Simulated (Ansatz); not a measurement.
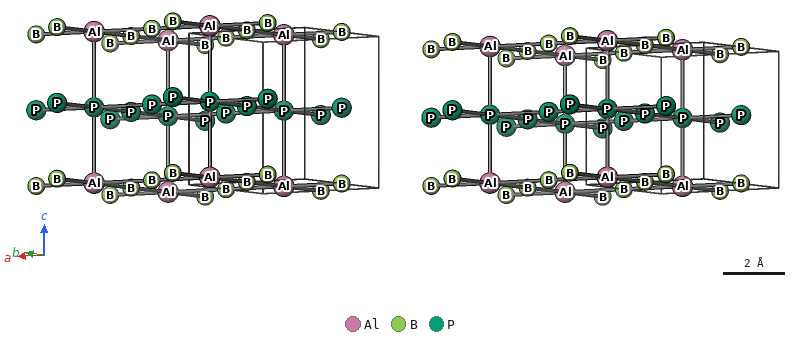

Two geometries of a crystal of AlB₂P₃ (a generated structure, set up in P4/mmm) (coarse preliminary run), drawn at one scale. One is the start of a relaxation, the other its converged end. A ball-and-stick model of the cell of the calculation, repeated 2 × 2 × 1 with one cell outlined, seen from a free direction.

Method: DFT PBE, scalar-relativistic, plane waves, PAW in Ansatz 0.2.0. (plane-wave cutoff 420 eV; k-point mesh 4 × 4 × 4; occupations gaussian; smearing width 0.1 eV; no spin polarisation; cell and atoms relaxed; force threshold 0.04 eV/Å; at most 70 steps)

Which geometry has the lower energy?

Answer. The right one is the relaxed one. Over 4 accepted moves (5 points after the start) the energy falls by 0.451 eV per cell of the calculation. All forces vanish by symmetry, so only the cell relaxes. The pressure goes from −5.68 to −0.03 GPa. The SCF was repeated once at an unchanged geometry on a basis and grid sized afresh for the cell, which shifted the energy by 0.9 meV per cell of the calculation at most. No atom moves by more than 0.005 Å relative to the cell. The drawn cell changes as follows: a = b 4.515 → 4.581 Å (+1.4 %), c 4.997 → 4.503 Å (−9.9 %); the volume changes by −7.3 %. Some distances before and after: Al–P 2.499 → 2.252 Å, Al–B 2.258 → 2.290 Å, P–P 2.258 → 2.290 Å. The space group stays P4/mmm (No. 123).
